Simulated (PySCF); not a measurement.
# C7H10Si: a tour of settings

Which settings matter for C7H10Si (`Cc1ccccc1[SiH3]`), and how do bad ones show?

Computed with PySCF 2.14.0, with density-fitted response routines of our own, on a single molecule in the gas phase. Atoms are numbered from 0 throughout.

### Step 1. Starting geometry

18 atoms, charge 0, multiplicity 1; geometry from: GFN2-xTB.

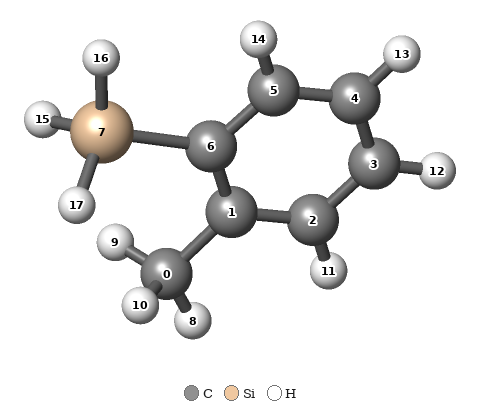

As it starts; carbon grey, silicon light orange, hydrogen white, atoms numbered; sticks join atoms by distance.

### Step 2. Excited states and response: revPBE/STO-3G

The job: settings as JSON, then the geometry in Å.

```
{"job": {"kind": "uv", "xc": "revPBE", "basis": "STO-3G", "nstates": 6, "ntriplets": 0, "tda": true}, "charge": 0, "multiplicity": 1}
C     -0.678019    -1.975409    -0.061515
C      0.182583    -0.749702    -0.024475
C      1.564701    -0.875397    -0.028299
C      2.383664     0.239665     0.005083
C      1.819463     1.502020     0.043455
C      0.442722     1.632060     0.048352
C     -0.397733     0.523183     0.015229
Si    -2.268109     0.771793     0.025635
H     -0.070419    -2.877108    -0.089972
H     -1.321467    -1.962603    -0.939983
H     -1.319549    -2.016848     0.817487
H      2.009750    -1.860879    -0.058482
H      3.457624     0.121335     0.001649
H      2.448595     2.380276     0.069121
H      0.006524     2.620872     0.078934
H     -2.862115     0.199589    -1.187271
H     -2.548550     2.207960     0.070772
H     -2.858426     0.125511     1.202623
```

With the program's defaults for keys left out, this is: TDA revPBE/STO-3G, vertical, gas phase, core orbitals frozen in the response.

The run is started by

```console
> OMP_NUM_THREADS=1 python probes_run.py task.json out
```

This one command runs all jobs of the session in turn.

The log of the run:

```text
coarse grid: 15432 points
cycle   1  E = -555.5192292986  dE =  8.164e-01  |g| = 2.759e-01  |ddm| = 5.668e+00
cycle   2  E = -555.5045756894  dE =  1.465e-02  |g| = 3.453e-01  |ddm| = 9.200e-01
cycle   3  E = -555.5413204124  dE = -3.674e-02  |g| = 1.148e-01  |ddm| = 5.895e-01
cycle   4  E = -555.5458630757  dE = -4.543e-03  |g| = 1.208e-02  |ddm| = 1.720e-01
cycle   5  E = -555.5458904405  dE = -2.736e-05  |g| = 9.338e-03  |ddm| = 2.863e-02
cycle   6  E = -555.5459189932  dE = -2.855e-05  |g| = 1.207e-03  |ddm| = 1.297e-02
cycle   7  E = -555.5459193997  dE = -4.065e-07  |g| = 4.914e-04  |ddm| = 2.098e-03
final grid: 144104 points
cycle   8  E = -555.4996988271  dE = -1.369e-05  |g| = 5.330e-03  |ddm| = 2.113e-02
cycle   9  E = -555.4996974122  dE =  1.415e-06  |g| = 5.712e-03  |ddm| = 1.658e-02
cycle  10  E = -555.4997077490  dE = -1.034e-05  |g| = 1.766e-03  |ddm| = 9.616e-03
cycle  11  E = -555.4997088678  dE = -1.119e-06  |g| = 1.654e-04  |ddm| = 2.635e-03
cycle  12  E = -555.4997088758  dE = -7.933e-09  |g| = 7.234e-05  |ddm| = 3.054e-04
cycle  13  E = -555.4997088773  dE = -1.574e-09  |g| = 1.871e-05  |ddm| = 1.075e-04
cycle  14  E = -555.4997088774  dE = -1.057e-10  |g| = 4.829e-06  |ddm| = 2.944e-05
converged SCF energy = -555.4997088774

Static polarisability (au): isotropic 52.101, principal 21.040 61.931 73.334

Singlet excitations
state   eV       nm        f      main configurations
  1   6.1507    201.6   0.00050   H-1->L 0.35, H->L+1 0.34, H->L 0.17
  2   7.5966    163.2   0.00331   H-2->L 0.74, H-2->L+1 0.25
  3   7.6570    161.9   0.00166   H-2->L+1 0.74, H-2->L 0.25
  4   7.7605    159.8   0.05627   H->L 0.44, H-1->L+1 0.18, H-1->L 0.16
  5   8.3494    148.5   0.00111   H-3->L 0.99
  6   8.5587    144.9   0.00000   H-3->L+1 0.97
```

Run time: 5.1 s. Hardware: 1 thread of AMD EPYC 9R45, shared host.

Frontier orbitals and where they lie:

| orbital | eV | atoms |
| --- | --- | --- |
| HOMO−3 | -6.52 | C6 13 %, C1 11 %, H16 11 % |
| HOMO−2 | -5.64 | C6 29 %, Si7 23 %, C1 8 % |
| HOMO−1 | -4.29 | C5 31 %, C2 30 %, C3 16 % |
| HOMO | -4.12 | C1 29 %, C4 28 %, C6 18 % |
| LUMO | 1.78 | C6 31 %, C3 30 %, C1 14 % |
| LUMO+1 | 1.95 | C5 29 %, C2 29 %, C1 19 % |
| LUMO+2 | 5.84 | C3 18 %, C4 18 %, C2 16 % |

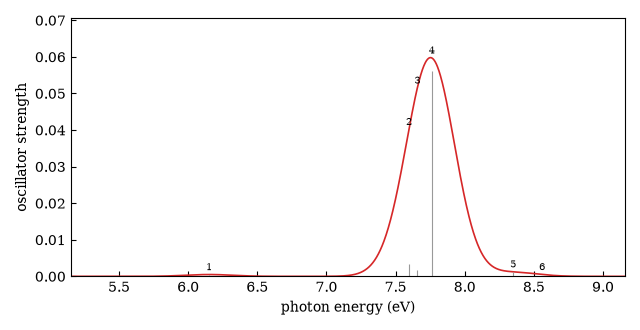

Absorption spectrum from the 6 singlet states computed; above the last one it falls off for lack of states. Lines are broadened to a width of 0.40 eV (Gaussian).

Ground-state properties from the same run:

| property | computed |
| --- | --- |
| dipole moment (D) | 0.47 |
| polarisability (Å³) | 7.72 |
| HOMO–LUMO gap (eV) | 5.90 |
| −ε(HOMO) (eV) | 4.12 |

### Step 3. NMR shieldings: PBE0/MINI

The job, as its differences from that of step 2:

```diff
@@ -1,2 +1,2 @@
-{"job": {"kind": "uv", "xc": "revPBE", "basis": "STO-3G", "nstates": 6, "ntriplets": 0, "tda": true}, "charge": 0, "multiplicity": 1}
+{"job": {"kind": "nmr", "xc": "PBE0", "basis": "MINI", "pop": true, "scf": {"max_cycle": 52}}, "charge": 1, "multiplicity": 1}
 C     -0.678019    -1.975409    -0.061515
```

Method: PBE0/MINI.

The log of the run:

```text
RuntimeError: Electron number 65 and spin 0 are not consistent
Note mol.spin = 2S = Nalpha - Nbeta, not 2S+1
```

It took 0.01 s on 1 thread of AMD EPYC 9R45, shared host.

Diagnosis: Charge and multiplicity don't fit the number of electrons: an even count needs an odd multiplicity, and the reverse. The remedy is to mend the charge or the multiplicity.

### Step 4. Excited states and response: LDA/6-31G*

The job, as its differences from that of step 3:

```diff
@@ -1,2 +1,2 @@
-{"job": {"kind": "nmr", "xc": "PBE0", "basis": "MINI", "pop": true, "scf": {"max_cycle": 52}}, "charge": 1, "multiplicity": 1}
+{"job": {"kind": "uv", "xc": "LDA", "basis": "6-31G*", "nstates": 3, "ntriplets": 0, "tda": false}, "charge": 0, "multiplicity": 1}
 C     -0.678019    -1.975409    -0.061515
```

Method: TDDFT LDA/6-31G*, vertical, gas phase, core orbitals frozen in the response.

The log of the run:

```text
coarse grid: 15432 points
cycle   1  E = -558.4793004001  dE =  8.592e-01  |g| = 6.203e-01  |ddm| = 4.255e+00
cycle   2  E = -558.3473192411  dE =  1.320e-01  |g| = 9.190e-01  |ddm| = 1.977e+00
cycle   3  E = -558.5888544853  dE = -2.415e-01  |g| = 1.041e-01  |ddm| = 1.376e+00
cycle   4  E = -558.5904756872  dE = -1.621e-03  |g| = 7.272e-02  |ddm| = 1.949e-01
cycle   5  E = -558.5919298812  dE = -1.454e-03  |g| = 1.895e-02  |ddm| = 9.866e-02
cycle   6  E = -558.5920361071  dE = -1.062e-04  |g| = 5.881e-03  |ddm| = 2.812e-02
cycle   7  E = -558.5920447627  dE = -8.656e-06  |g| = 1.324e-03  |ddm| = 6.703e-03
final grid: 144104 points
cycle   8  E = -558.5143286041  dE = -2.288e-05  |g| = 6.754e-03  |ddm| = 3.656e-02
cycle   9  E = -558.5143032483  dE =  2.536e-05  |g| = 1.153e-02  |ddm| = 2.121e-02
cycle  10  E = -558.5143394678  dE = -3.622e-05  |g| = 2.557e-03  |ddm| = 1.518e-02
cycle  11  E = -558.5143413931  dE = -1.925e-06  |g| = 3.249e-04  |ddm| = 3.139e-03
cycle  12  E = -558.5143414187  dE = -2.563e-08  |g| = 1.393e-04  |ddm| = 4.613e-04
cycle  13  E = -558.5143414238  dE = -5.039e-09  |g| = 1.118e-05  |ddm| = 1.428e-04
cycle  14  E = -558.5143414238  dE = -1.774e-11  |g| = 8.519e-06  |ddm| = 1.975e-05
converged SCF energy = -558.5143414238

Static polarisability (au): isotropic 92.272, principal 50.377 103.781 122.657

Singlet excitations
state   eV       nm        f      main configurations
  1   5.1608    240.2   0.00868   H->L 0.47, H-1->L+1 0.21, H-1->L 0.17
  2   5.8644    211.4   0.07624   H-1->L 0.41, H->L 0.31, H->L+1 0.23
  3   6.2188    199.4   0.00500   H-2->L 0.81, H->L+2 0.17
```

Run time: 11 s. Hardware: 1 thread of AMD EPYC 9R45, shared host; peak memory 0.47 GiB.

In short: HOMO -5.96 eV, LUMO -1.22 eV; lowest singlet 5.16 eV.

### Step 5. Shielding tensors: mPW1PW91/pcSseg-1

The job, as its differences from that of step 4:

```diff
@@ -1,2 +1,2 @@
-{"job": {"kind": "uv", "xc": "LDA", "basis": "6-31G*", "nstates": 3, "ntriplets": 0, "tda": false}, "charge": 0, "multiplicity": 1}
+{"job": {"kind": "nmr", "xc": "mPW1PW91", "basis": "pcSseg-1", "pop": true, "scf": {"guess": "1e", "max_cycle": 85}}, "charge": 0, "multiplicity": 1}
 C     -0.678019    -1.975409    -0.061515
```

Method: GIAO mPW1PW91/pcSseg-1 NMR shielding, non-relativistic, gas phase.

The log of the run:

```text
final grid: 144104 points
cycle   1  E = -360.7332708606  dE =  7.034e+01  |g| = 1.344e+01  |ddm| = 3.032e+02
cycle   2  E = -357.2647934140  dE =  3.468e+00  |g| = 2.681e+01  |ddm| = 3.039e+02
cycle   3  E = -451.5875026999  dE = -9.432e+01  |g| = 1.865e+01  |ddm| = 3.754e+01
cycle   4  E = -512.8060731827  dE = -6.122e+01  |g| = 1.333e+01  |ddm| = 1.619e+01
cycle   5  E = -513.3848393861  dE = -5.788e-01  |g| = 1.177e+01  |ddm| = 1.697e+01
cycle   6  E = -542.5278981960  dE = -2.914e+01  |g| = 7.993e+00  |ddm| = 2.302e+01
cycle   7  E = -520.5306253126  dE =  2.200e+01  |g| = 9.686e+00  |ddm| = 2.726e+01
cycle   8  E = -560.1030290247  dE = -3.957e+01  |g| = 2.934e+00  |ddm| = 2.740e+01
cycle   9  E = -557.0509566879  dE =  3.052e+00  |g| = 3.735e+00  |ddm| = 1.049e+01
cycle  10  E = -561.9113876788  dE = -4.860e+00  |g| = 9.167e-01  |ddm| = 1.014e+01
cycle  11  E = -562.0857039148  dE = -1.743e-01  |g| = 5.025e-01  |ddm| = 1.601e+00
cycle  12  E = -562.1496160316  dE = -6.391e-02  |g| = 1.647e-01  |ddm| = 7.258e-01
cycle  13  E = -562.1558978432  dE = -6.282e-03  |g| = 5.497e-02  |ddm| = 2.098e-01
cycle  14  E = -562.1566039431  dE = -7.061e-04  |g| = 2.011e-02  |ddm| = 7.150e-02
cycle  15  E = -562.1567046577  dE = -1.007e-04  |g| = 3.962e-03  |ddm| = 2.051e-02
cycle  16  E = -562.1567081889  dE = -3.531e-06  |g| = 1.978e-03  |ddm| = 6.655e-03
cycle  17  E = -562.1567092521  dE = -1.063e-06  |g| = 6.141e-04  |ddm| = 2.740e-03
cycle  18  E = -562.1567093509  dE = -9.883e-08  |g| = 9.193e-05  |ddm| = 6.986e-04
cycle  19  E = -562.1567093535  dE = -2.558e-09  |g| = 4.413e-05  |ddm| = 1.439e-04
cycle  20  E = -562.1567093541  dE = -5.859e-10  |g| = 1.059e-05  |ddm| = 5.857e-05
converged SCF energy = -562.1567093541

GIAO shielding tensors (ppm)
atom      isotropic    diamagn.    paramagn.     s11        s22        s33       span
  0 C      160.931     247.624     -86.693    140.622    156.856    185.314     44.692
  1 C       35.785     259.986    -224.202    -75.446      8.034    174.766    250.212
  2 C       51.963     251.628    -199.665    -54.670     51.895    158.664    213.334
  3 C       49.410     254.830    -205.420    -62.663     35.597    175.297    237.960
  4 C       55.660     254.200    -198.540    -54.754     43.935    177.799    232.552
  5 C       43.369     252.411    -209.042    -73.092     38.573    164.626    237.719
  6 C       51.411     258.340    -206.929    -43.230     15.216    182.248    225.478
  7 Si     420.074     882.057    -461.983    372.592    424.928    462.701     90.109
  8 H       29.467      30.141      -0.674     24.249     28.903     35.249     11.000
  9 H       29.087      30.114      -1.027     24.211     28.927     34.123      9.912
 10 H       29.086      30.116      -1.030     24.213     28.924     34.121      9.908
 11 H       24.273      32.789      -8.516     20.572     23.666     28.581      8.009
 12 H       24.160      30.245      -6.084     20.917     24.582     26.982      6.065
 13 H       24.338      30.445      -6.107     21.016     24.945     27.053      6.038
 14 H       23.926      32.441      -8.515     19.750     23.250     28.777      9.028
 15 H       27.209      29.675      -2.465     23.434     26.215     31.979      8.545
 16 H       27.473      29.658      -2.184     23.421     26.545     32.454      9.033
 17 H       27.210      29.676      -2.466     23.433     26.218     31.979      8.546
```

Run time: 20 s. Hardware: 1 thread of AMD EPYC 9R45, shared host; peak memory 0.83 GiB.

Despite a poor start guess, the SCF converged in 20 cycles.

Shifts follow as δ = σ(reference) − σ, with reference shieldings (ppm) from runs at the same level and on the same kind of geometry: ¹H TMS 31.77, ¹³C TMS 186.1, ²⁹Si TMS 347.9. The references are single molecules in the gas phase. Atoms listed in one row are averaged.

| atoms | environment | σ (ppm) | δ (ppm) |
| --- | --- | --- | --- |
| C1 | substituted aromatic carbon | 35.8 | 150.3 |
| C5 | aromatic CH | 43.4 | 142.7 |
| C3 | aromatic CH | 49.4 | 136.7 |
| C6 | substituted aromatic carbon | 51.4 | 134.7 |
| C2 | aromatic CH | 52.0 | 134.1 |
| C4 | aromatic CH | 55.7 | 130.4 |
| C0 | methyl carbon on an aromatic ring | 160.9 | 25.1 |
| H14 | hydrogen on an aromatic CH | 23.93 | 7.84 |
| H12 | hydrogen on an aromatic CH | 24.16 | 7.61 |
| H11 | hydrogen on an aromatic CH | 24.27 | 7.49 |
| H13 | hydrogen on an aromatic CH | 24.34 | 7.43 |
| H15, H16, H17 | hydrogen on a silicon bonded to C | 27.30 | 4.47 |
| H8, H9, H10 | hydrogen on a methyl carbon on an aromatic ring | 29.21 | 2.55 |
| Si7 | silicon bonded to C, 3 H | 420.1 | -72.2 |

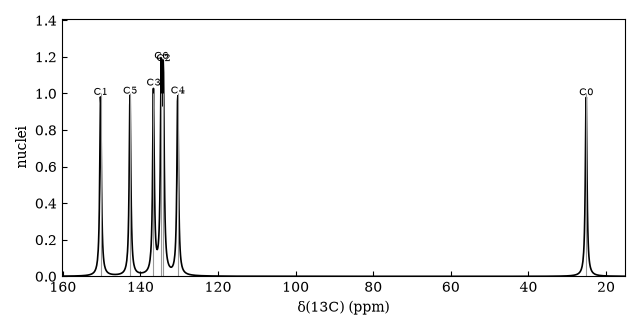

¹³C lines at the computed shifts, without couplings. Lines are broadened to a width of 0.50 ppm (Lorentzian).

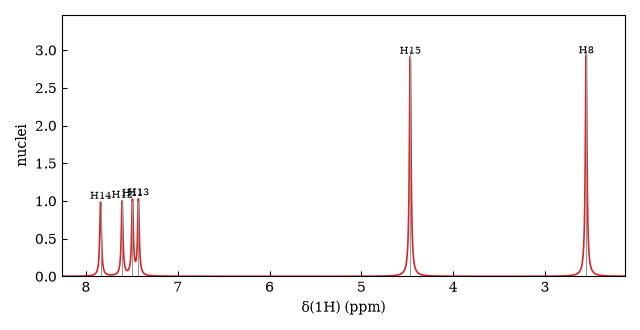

¹H lines at the computed shifts, without couplings. Lines are broadened to a width of 0.02 ppm (Lorentzian).

The run also stored atomic charges by several schemes (e):

| atoms | Mulliken | IAO | Hirshfeld | ESP fit |
| --- | --- | --- | --- | --- |
| C0 | -0.16 | -0.43 | -0.11 | -0.58 |
| C1 | -0.30 | 0.03 | 0.01 | 0.36 |
| C2 | 0.00 | -0.16 | -0.05 | -0.33 |
| C3 | -0.07 | -0.14 | -0.04 | -0.07 |
| C4 | -0.05 | -0.16 | -0.05 | -0.24 |
| C5 | -0.09 | -0.14 | -0.05 | -0.07 |
| C6 | -0.32 | -0.28 | -0.10 | -0.22 |
| Si7 | 0.55 | 0.60 | 0.31 | 0.32 |

IAO charges:

C0 -0.43; C1 0.03; C2 -0.16; C3 -0.14; C4 -0.16; C5 -0.14; C6 -0.28; Si7 0.60; H8 0.15; H9 0.15; H10 0.15; H11 0.14; H12 0.15; H13 0.15; H14 0.15; H15 -0.12; H16 -0.12; H17 -0.12

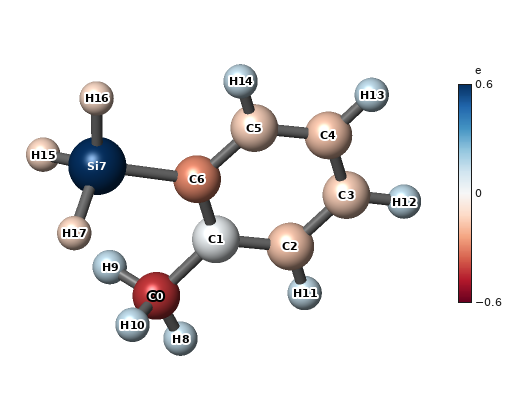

IAO charges, as colours on the atoms.

Mayer bond orders: C0–C1 1.08, C1–C2 1.44, C2–C3 1.43, C3–C4 1.43, C4–C5 1.43, C5–C6 1.44, C6–Si7 0.90, C6–C1 1.35.

Ring of atoms C1, C2, C3, C4, C5, C6: NICS(0) -8.1, NICS(1) -11.3, NICS(1)zz -28.3 ppm (means of both faces).

### Step 6. Excited states and response: LC-wPBE/6-31G*

The job, as its differences from that of step 5:

```diff
@@ -1,2 +1,2 @@
-{"job": {"kind": "nmr", "xc": "mPW1PW91", "basis": "pcSseg-1", "pop": true, "scf": {"guess": "1e", "max_cycle": 85}}, "charge": 0, "multiplicity": 1}
+{"job": {"kind": "uv", "xc": "LC-wPBE", "basis": "6-31G*", "nstates": 3, "ntriplets": 5, "tda": false, "scf": {"max_cycle": 2, "aux": "cc-pvdz-ri"}}, "charge": 0, "multiplicity": 1}
 C     -0.678019    -1.975409    -0.061515
```

Method: TDDFT LC-wPBE/6-31G*, vertical, gas phase, core orbitals frozen in the response.

The log of the run:

```text
final grid: 144104 points
cycle   1  E = -561.9322423938  dE =  1.649e+00  |g| = 2.869e-01  |ddm| = 4.012e+00
cycle   2  E = -561.9613013892  dE = -2.906e-02  |g| = 1.083e-01  |ddm| = 6.445e-01
SCF not converged, last energy = -561.9613013892
```

Wall time 2.9 s (1 thread of AMD EPYC 9R45, shared host); peak memory 0.62 GiB.

Why it failed: The cap of 2 cycles ended the SCF at a gradient of 1.1e-01. Cure: raise the cap. Numbers printed on the way are no properties of the molecule.

### Step 7. Side by side: electronic excitations

Excitations and ground-state properties, with basis size and wall time:

| run | lowest singlet (eV) | brightest (eV) | f | gap (eV) | α (Å³) | μ (D) | functions | time |
| --- | --- | --- | --- | --- | --- | --- | --- | --- |
| revPBE/STO-3G | 6.15 | 7.76 | 0.056 | 5.90 | 7.72 | 0.47 | 54 | 5.1 s |
| LDA/6-31G* | 5.16 | 5.86 | 0.076 | 4.74 | 13.67 | 0.75 | 136 | 11 s |

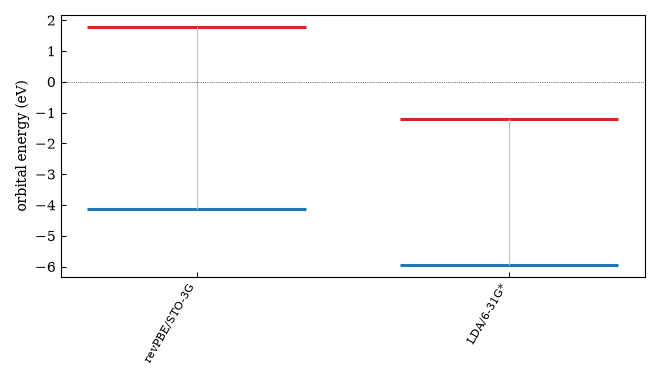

HOMO (blue) and LUMO (red) run by run.

### Step 8. Summary of results

```
                                                                  quantity                                               value
                                            lowest singlet (revPBE/STO-3G)                         6.15 eV (202 nm), f = 0.001
                                  brightest single state of those computed                         state 4, 7.76 eV, f = 0.056
                                ¹³C shifts against TMS (mPW1PW91/pcSseg-1)  150.3, 142.7, 136.7, 134.7, 134.1, 130.4, 25.1 ppm
¹H shifts against TMS (mPW1PW91/pcSseg-1, means over atoms taken as alike)              7.84, 7.61, 7.49, 7.43, 4.47, 2.55 ppm
                               ²⁹Si shifts against TMS (mPW1PW91/pcSseg-1)                                           -72.2 ppm
                                               range of the lowest singlet                                     5.16 to 6.15 eV
                                             property runs in this session     5, of which 2 failed and 1 gave unsound results
```

Single values in the summary come from the first run of each kind that ended normally (revPBE/STO-3G; mPW1PW91/pcSseg-1), which need not be the best level. A minimal basis gives no usable values, so read them as a test of settings alone. The first singlet state (HOMO−1→LUMO 0.35, HOMO→LUMO+1 0.34) lies at 6.15 eV and is dark; of the 6 states computed, the strongest absorption comes from state 4 at 7.76 eV. States above −ε(HOMO) lie where TDDFT describes them poorly and they hang on the basis; the brightest is among them. The basis of revPBE/STO-3G has no diffuse functions, so Rydberg states are missing and the high states are unreliable. NICS(1)zz of -28 ppm above the planar ring from C1 marks a diatropic (aromatic) ring current. The lowest singlet runs from 5.16 eV (LDA/6-31G*) to 6.15 eV (revPBE/STO-3G), while the orbital gap spans 4.74 to 5.90 eV. A minimal basis can't describe excited states, so its value is no measure of the functional. The lowest state need not be the same one in every run. The runs solved for a few states only, so the brightest column depends on that window.
